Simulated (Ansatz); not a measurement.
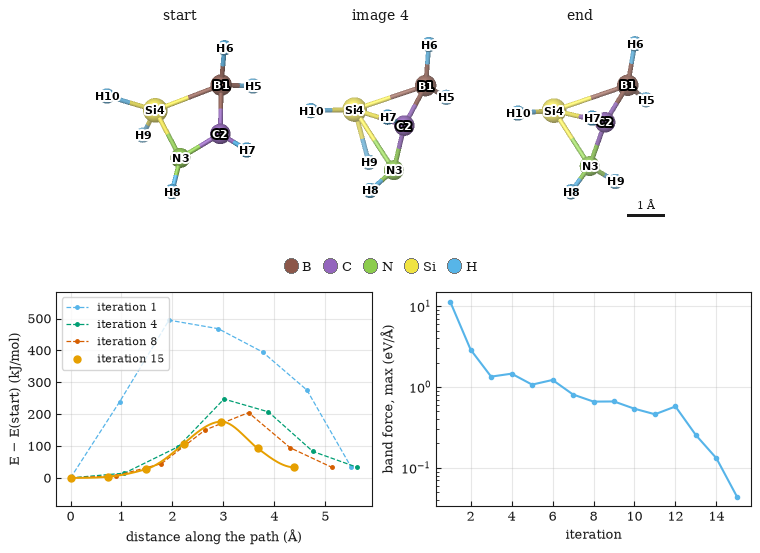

A nudged-elastic-band calculation for CH6BNSi. Images are numbered from 0 (start) to 6 (end). The plot follows the band through its iterations. A ball-and-stick model, seen from a free direction.

Level of theory: UKS LDA/def2-SVP in Ansatz. Settings: 5 movable images; climbing image; force threshold 0.05 eV/Å; iteration limit 60; starting path through a guess of the saddle point.

Judge this run.

Answer. The result is final at these settings. The band converged in 15 iterations. The largest component of the band force went from 11 to 0.044 eV/Å. The climbing image converged on the top of the path. Its vibrational analysis gives one imaginary mode (1027i cm⁻¹), as a transition state must have. The first iteration put the highest image at 494.9 kJ/mol. Forward barrier 176.6 kJ/mol, backward barrier 143.4 kJ/mol, with image 4 at the top; the reaction energy is +33.2 kJ/mol.
